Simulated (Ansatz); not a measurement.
The figure comes from a scan of AlAs (zinc blende): volume and axial ratio are varied about the relaxed values (subscript 0). These are PBE (plane waves to 420 eV, PAW, scalar-relativistic; Ansatz, a program for electronic structure) values and carry that method's errors. k mesh 10×10×10 (Γ-centred), Fermi-Dirac smearing 0.05 eV. Compression counts positive. AlAs was relaxed with its symmetry unable to fall. The PAW data are Ansatz's earlier set. 

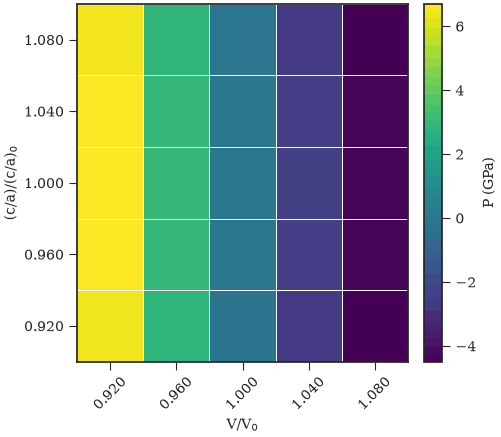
Fig. 1. P (GPa), one tile a computed point.

**Question.** Read the plotted values off the figure, to the accuracy that the plot allows.

**Answer.** To the nearest 1:

P (GPa), with V/V₀ across and (c/a)/(c/a)₀ down:

```csv
(c/a)/(c/a)₀ \ V/V₀,0.920,0.960,1.000,1.040,1.080
0.920,6,3,0,-3,-4
0.960,7,3,0,-2,-4
1.000,7,3,0,-2,-4
1.040,7,3,0,-2,-4
1.080,7,3,0,-3,-4
```

(A scan under strain: stresses follow from slopes of the energy per volume, elastic moduli from its curvatures.)
